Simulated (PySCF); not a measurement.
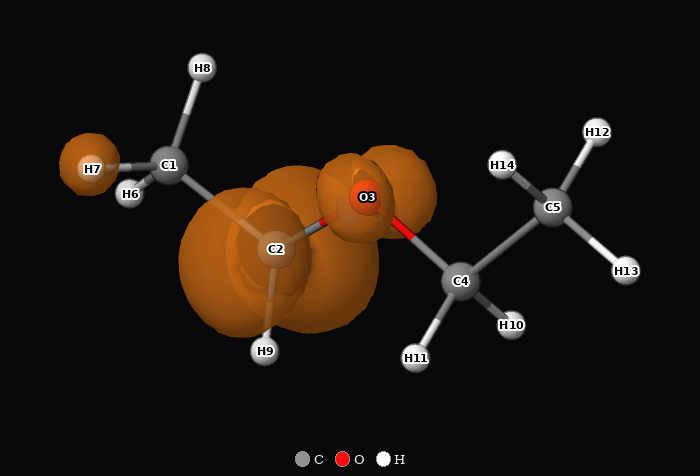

*C4H9O, doublet, SMILES `C[CH]OCC`. Spin density ρα − ρβ at ±0.05 e/Å³ (orange: excess α, blue: excess β).*

Computed with PySCF, M06-2X/aug-cc-pVDZ, geometry: GFN2-xTB. No frequency check shows the geometry to be a minimum. The stability of the open-shell solution wasn't checked. GFN2-xTB doesn't know the spin state, so this open-shell geometry is rough.

Input script:

```python
import numpy as np
from pyscf import gto, scf, dft
from pyscf.scf import atom_ks, atom_hf
from scipy.linalg import block_diag

def solve(mol, dm0=None, hcore=None):
    mf = (dft.UKS if mol.spin else dft.RKS)(mol, xc='m062x')
    mf.grids.level = 3
    mf = mf.density_fit(auxbasis='def2-universal-jkfit')
    mf.conv_tol, mf.max_cycle = 1e-8, 80
    if hcore is not None:
        mf.get_hcore = lambda *args: hcore
    mf.kernel(dm0)
    if not mf.converged:
        mf = mf.newton().run(mf.mo_coeff, mf.mo_occ, max_cycle=30)
    assert mf.converged, 'SCF not converged'
    return mf

mol = gto.M(atom='''
C      2.43626     0.33248    -0.03384
C      1.19526    -0.46738     0.08285
O      0.01742     0.23538     0.05581
C     -1.15960    -0.53356    -0.00262
C     -2.35348     0.40756    -0.02758
H      3.26009    -0.17617     0.46474
H      2.73268     0.49559    -1.07842
H      2.28164     1.30627     0.42412
H      1.16707    -1.49850    -0.23787
H     -1.21462    -1.19807     0.87315
H     -1.14944    -1.16501    -0.90477
H     -2.35601     1.02463     0.86673
H     -3.27586    -0.16455    -0.07107
H     -2.29546     1.05817    -0.89596
''', basis='aug-cc-pvdz', charge=0, spin=1, verbose=4)
mf = solve(mol)
mf.analyze()
# spherically averaged free atoms, for the promolecule
atm = atom_ks.get_atm_nrks(mol, xc='m062x')
pro = block_diag(*[(atm[a[0]][2] * atm[a[0]][3]) @ atm[a[0]][2].T for a in mol._atom])
np.savez('result.npz', e=mf.e_tot, c=mf.mo_coeff, occ=mf.mo_occ, eps=mf.mo_energy, pro=pro, dip=mf.dip_moment(verbose=0), s2=mf.spin_square()[0])
```

Command:

```sh
OMP_NUM_THREADS=1 python input.py
```

The run took 3.1 min on 1 thread of Arm Neoverse V2 (shared host), peak memory 0.92 GiB.

Partitions, critical points and surface values were worked out afterwards from this run's density.

### Give the atomic spin populations that go with this picture.

Hirshfeld spin populations: C2 +0.64, O3 +0.15, H9 +0.06, C1 +0.06 and H7 +0.04. ⟨S²⟩ = 0.76, as for a pure state.
